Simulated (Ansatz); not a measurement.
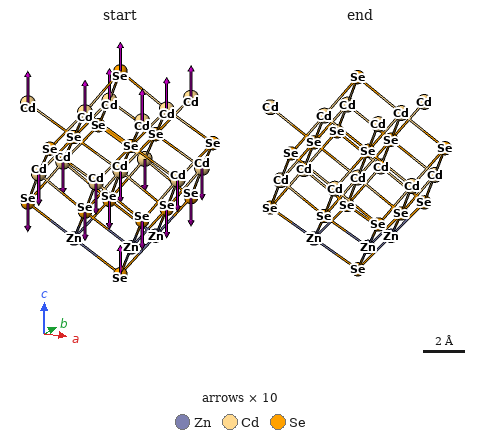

The structure of solid ZnCd2Se3 (built on the CaSm2S3-164 type type) before (left) and after (right) a relaxation, at one scale. The purple arrows give the displacements (the part carried along by the change of the cell is left out), magnified 10 times.

A ball-and-stick model of the atoms within 5.8 Å of the atom that moves most (axes of the cell of the calculation), seen slightly off an axis.

These are results of DFT, PBEsol, plane waves, PAW in Ansatz 0.2.0, not measurements. (plane-wave cutoff 420 eV; k-point mesh 6 × 6 × 2; occupations fermi dirac; smearing width 0.03 eV; no spin polarisation; cell and atoms relaxed; force threshold 0.01 eV/Å; at most 120 steps)

What changed between the two?

After 5 accepted moves (6 points after the start) the energy has fallen by 146 meV per atom. The largest force component goes from 0.61 to 0.0045 eV/Å. Pressure: −7.90 GPa at the start and 0.01 GPa at the end. The SCF was repeated once at an unchanged geometry on a basis and grid sized afresh for the cell, which shifted the energy by 0.8 meV per atom at most. The largest moves relative to the cell, 0.16 Å, are those of Cd atoms. Largest moves by element: Cd 0.16 Å, Se 0.15 Å. Zn stays in place. The drawn cell changes as follows: a = b 4.129 → 3.892 Å (−5.7 %), c 10.106 → 9.567 Å (−5.3 %); the volume changes by −15.9 %. Near-neighbour distances that change, for instance: Se–Zn 2.914 → 2.669 Å, Cd–Se 2.987 → 2.811 Å, Cd–Se 2.858 → 2.791 Å. Bond angles that change, for instance: Cd–Se–Cd 87.5° → 91.6°, Cd–Se–Cd 92.5° → 88.4°, Se–Cd–Se 92.5° → 88.4°. The space group stays P-3m1 (No. 164).
